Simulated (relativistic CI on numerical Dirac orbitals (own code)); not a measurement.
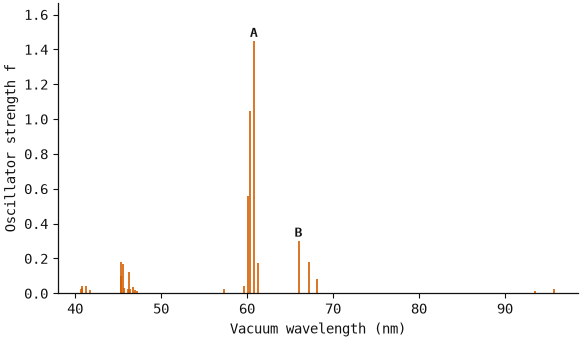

Computed spectrum: absorption lines from the lowest level (oscillator strengths f) of an atom or ion with 33 electrons. The calculation used relativistic configuration interaction, KLI exchange-only orbitals, Breit term, model QED, valence Slater integrals scaled by 0.85, configurations tied to the tabulated ionisation limit.

Q: Which ion is it, and what are the lettered lines?

A: Br²⁺. A: 4s² 4p² 4d ⁴P₅/₂ ← 4s² 4p³ ⁴S°₃/₂, 60.81 nm, f = 1.4; B: 4s² 4p² 5s ⁴P₅/₂ ← 4s² 4p³ ⁴S°₃/₂, 66.00 nm, f = 0.30.

Limits of the model: configurations built on the next ion are tied to the tabulated ionisation energy, low ones can still be off by several thousand cm⁻¹ and the others by 10000 or more; rates and lifetimes follow the computed energies and can be off by orders of magnitude; one shift a configuration: terms inside it, and wavelengths, can be off by thousands of cm⁻¹; the fine structure of a weakly bound d or f electron outside closed shells is too small or inverted; only a limited list of configurations is included, so lower levels can be missing; only lines among the lowest 300 of 918 levels are drawn, so those from 4s 4p³ 5s, 4s 4p³ 5p and 4s 4p³ 4d are incomplete.
